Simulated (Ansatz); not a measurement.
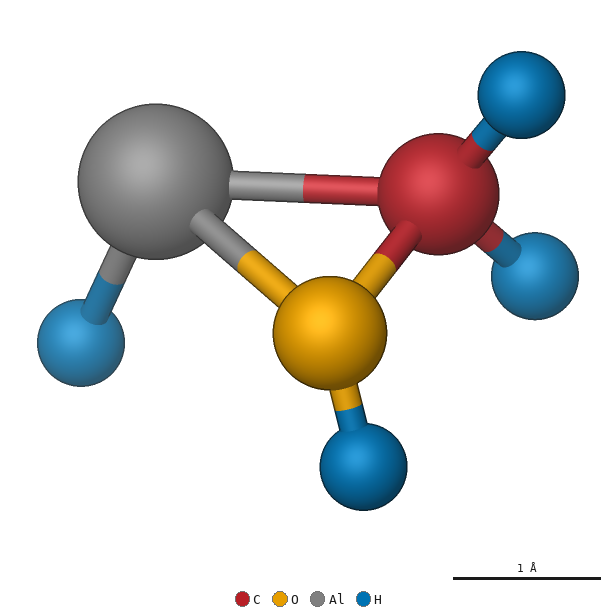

The picture shows a molecular structure as a ball-and-stick model. Every bond is drawn as one stick, whatever its order.

Charge 0, doublet. Computed geometry: PBE0-D4/def2-TZVP optimisation. No frequency run is at hand to confirm it as a minimum.

Count the atoms of each element.

CH₄AlO, 7 atoms: 1 carbon, 4 hydrogen, 1 aluminium and 1 oxygen.

Give the symmetry (Schoenflies symbol).

C1.

Count the bonded pairs by element.

2 C–H, 1 C–O, 1 Al–O, 1 C–Al, 1 O–H, 1 Al–H. Sticks follow a distance rule.

How many sets of symmetry-equivalent atoms are there?

7: 1 C, 1 O, 1 Al, 1 H, 1 H, 1 H, 1 H.

More results for the same structure follow; atom numbers are the same in all pictures, views and colours differ.

## Shape

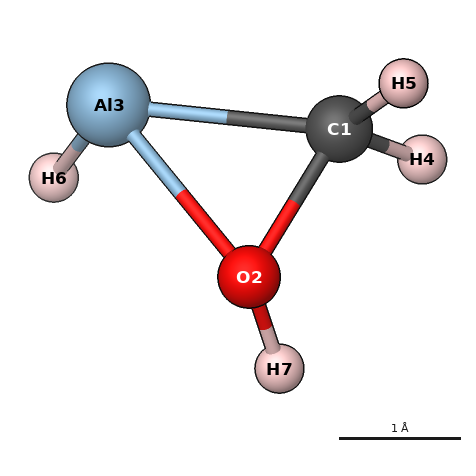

Numbered structure. No frequency run is at hand to confirm it as a minimum.

Which atoms are bonded, and how long are the bonds?

```json
{"bond": "C1–O2", "length (Å)": "1.506"}
{"bond": "C1–Al3", "length (Å)": "1.959"}
{"bond": "C1–H4", "length (Å)": "1.089"}
{"bond": "C1–H5", "length (Å)": "1.087"}
{"bond": "O2–Al3", "length (Å)": "2.006"}
{"bond": "O2–H7", "length (Å)": "0.961"}
{"bond": "Al3–H6", "length (Å)": "1.607"}
```

## Dipole moment

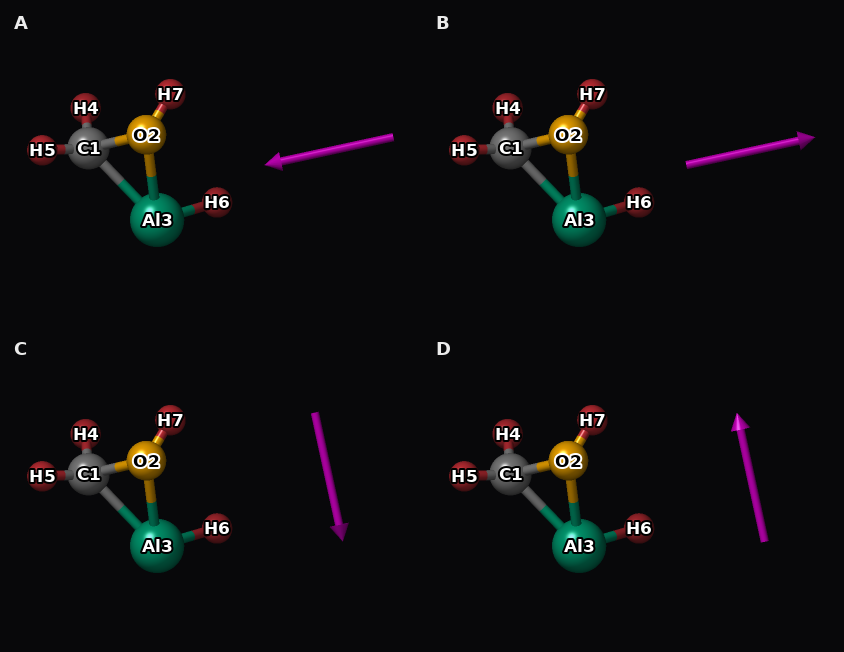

The same molecule four times, each with an arrow. No frequency run is at hand to confirm it as a minimum. Level of theory: UKS PBE0-D4/def2-TZVP (Ansatz 0.2.0).

Which arrow points along the dipole moment, from the negative to the positive end?

D. The dipole moment is 2.19 D; it points from the side of Al3, H6 to the side of H4, H7 (the outermost atoms at the two ends).

## Charges

The questions are on Mulliken charges. No frequency run is at hand to confirm it as a minimum. Level of theory: UKS PBE0-D4/def2-TZVP (Ansatz 0.2.0).

Which atom carries the highest charge (most positive or least negative)?

H7 (0.34 e).

And the lowest?

C1, O2 (−0.35 e).

List the Mulliken charges.

```
atom  value (e)
  C1      −0.35
  O2      −0.35
 Al3       0.20
  H4       0.14
  H5       0.14
  H6      −0.11
  H7       0.34
```

## Electronic properties

No frequency run is at hand to confirm it as a minimum. Method: UKS PBE0-D4/def2-TZVPP (Ansatz 0.2.0).

Give the dispersion correction at this level.

−7.7 kJ/mol.

Estimate the ⟨S²⟩ of the determinant.

0.752.

Estimate the HOMO energy (Kohn–Sham orbital).

−5.08 eV.

Mulliken values depend strongly on the basis set and can even reverse the polarity of a bond.
